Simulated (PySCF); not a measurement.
**The bond of CsBi+, level by level**

What are the lowest state that PBE0 finds, the bond length, vibrational wavenumber and bond energy of CsBi+, and how much do these hang on the method?

Computed with PySCF 2.14.0. Level: Cs def2-SVPD with ECP46, Bi def2-SVPD with ECP60, scalar-relativistic core potentials.

### Step 1. Input

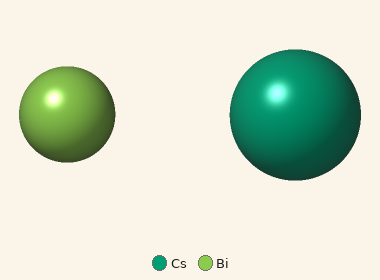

The two atoms at the starting distance (caesium teal, bismuth green).

The job is set up so:

```
atoms                         : Cs, Bi
charge                        : 1
basis                         : Cs def2-SVPD with ECP46, Bi def2-SVPD with ECP60
Hamiltonian                   : scalar-relativistic core potentials
basis functions               : 59
electrons treated             : 31
masses in u                   : 132.9054, 208.9804
levels                        : PBE0, PBE, r²SCAN, r²SCANh, MN15, TPSSh, ωB97X, HF, MP2, SCS-MP2
grid                          : 80 radial by 434 angular points
occupations                   : held fixed by the projection of orbital angular momentum
dissociation limit            : Cs+ + Bi, each in its ground configuration
starting distance in angstrom : 3.765
values of 2S to try           : 1, 3
```

The run is started by

```
$ OMP_NUM_THREADS=1 python dia.py task.json out
```

The runs that follow: First curve: PBE0; Other states along the same grid; PBE; r²SCAN; r²SCANh; MN15; TPSSh; ωB97X (range-separated hybrid); UHF (mean field).

Q: Predict the outcome of this session. Wanted: for each run, Re; ωe; De; μ.

The runs gave:

Lowest PBE0 solution found, without spin–orbit coupling: ⁴Σ⁻ (quartet), unpaired electrons σ ↑, π ↑↑. State 2 has its PBE0 minimum 0.65 eV higher, as a spin-mixed determinant (⟨S²⟩ = 1.76), so this is no gap between pure states. State 3 has its PBE0 minimum 0.66 eV higher, as a spin-mixed determinant (⟨S²⟩ = 1.76), so this is no gap between pure states. State 4 has its PBE0 minimum 1.22 eV higher. The other levels ran on the lowest alone.

| level | Re (Å) | ωe (cm⁻¹) | De (eV) | μ (D) |
| --- | --- | --- | --- | --- |
| UHF | 4.595 | 24.1 | 0.097 | -11.76 |
| UHF-MP2 | 4.375 | 30.1 | 0.149 | n/a |
| UHF-SCS-MP2 | 4.402 | 29.3 | 0.140 | n/a |
| PBE | 4.278 | 31.2 | 0.167 | -10.27 |
| r²SCAN | 4.304 | 30.6 | 0.144 | -10.56 |
| TPSSh | 4.318 | 29.9 | 0.143 | -10.53 |
| r²SCANh | 4.296 | 30.8 | 0.143 | -10.56 |
| PBE0 | 4.286 | 30.5 | 0.146 | -10.46 |
| MN15 | 4.145 | 33.2 | 0.150 | -10.14 |
| ωB97X | 4.156 | 34.8 | 0.142 | -10.19 |

De is counted to Cs+ + Bi in their ground configurations. A positive dipole points from Cs to Bi; in an ion it is taken about the centre of mass and does not tell which atom is negative.

In words: Bond lengths run from 4.145 Å (MN15) to 4.595 Å (UHF). Of the levels with a De here, UHF gives the least (0.097 eV) and PBE the most (0.167 eV).

Correlated steps freeze 4 core orbitals. These are scalar-relativistic numbers at best; spin–orbit coupling would shift them, the dissociation energy most. The bond is weak, and basis-set superposition, which was not computed, may be a sizeable part of it. With spin–orbit coupling the term label itself may not hold.
